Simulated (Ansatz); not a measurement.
# BP (zinc blende), scan of one atom of the cell

Starting cell, BP (zinc blende):

```
BP
1.0
    0.00000     2.26828     2.26828
    2.26828     0.00000     2.26828
    2.26828     2.26828     0.00000
P B
1 1
Direct
  0.75000   0.75000   0.75000
  0.00000   0.00000   0.00000
```

Scan: atom 1 (P, nearest neighbour B at 1.964 Å; its periodic images, 3.2 Å or more away, move with it) is displaced towards the nearest neighbour, direction (-0.577, -0.577, 0.577) in Cartesian axes, by s. The other atoms stay.

Computed with r2SCAN (plane waves to 500 eV, PAW, scalar-relativistic; Ansatz, a quantum-chemistry and plane-wave program). k mesh 10×10×10 (Γ-centred), Fermi-Dirac smearing 0.05 eV. E stands for the smeared free energy. Left out: 1 of 11 points, with atoms too close for the PAW data. As the smearing reaches across the gap at some points, energies and forces of such displacements shift with the k mesh and the smearing. BP was relaxed with its symmetry unable to fall. The zero of ΔE is the undisplaced structure.

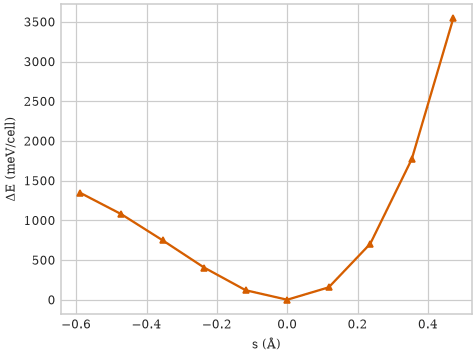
*ΔE (meV/cell) against s (Å); one marker a computed point.*

The force along the line at s = -0.590 Å comes out as 1.89 eV/Å. The zone-centre optical wavenumber from k is 820 cm⁻¹ and the force constant k = d²E/ds² at s = 0 (finite differences) is 19.8 eV/Å². Symmetry of the curve: not even: the positive side lies higher at ±0.472 Å. Harmonic estimate at the end of the scan: ½ks² = 2206 meV/cell against the computed 3543 meV/cell, so the well is stiffer than harmonic there.

With its periodic images moving along, the atom's site symmetry in this cell is -43m.

(A displaced cell: forces are minus the slopes of the energy, force constants its curvatures, and phonons follow from these.)
